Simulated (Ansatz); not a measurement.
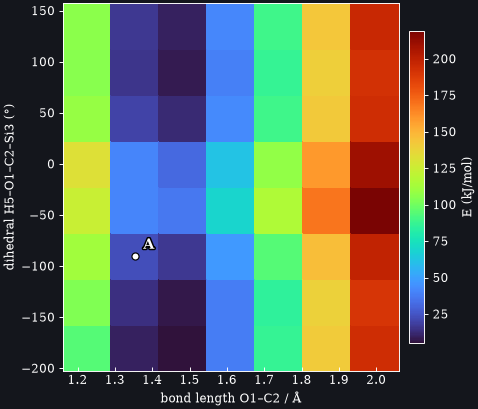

CH₆OSSi, SMILES OC[SiH2]S. First axis: bond length O1–C2. Second axis: dihedral H5–O1–C2–Si3. Nothing is relaxed (all other coordinates rigid). Grid: 7 × 8 points. All energies are given in kJ/mol relative to the relaxed molecule at the same level. Energies and slopes of some neighbouring points disagree (a jump in structure or state, or too coarse a mesh). Computed with RKS PBE-D4/def2-SVP (Ansatz 0.2.0).

The picture shows one coloured cell a grid point, the point A.

**Is A at rest? If not, where is it pushed?**

A, at bond length O1–C2 = 1.354 Å, dihedral H5–O1–C2–Si3 = −90°, is not a stationary point. The computed force is 300 kJ/mol for each Å towards larger values of bond length O1–C2 and 0.2 kJ/mol for each degree towards smaller values of dihedral H5–O1–C2–Si3.
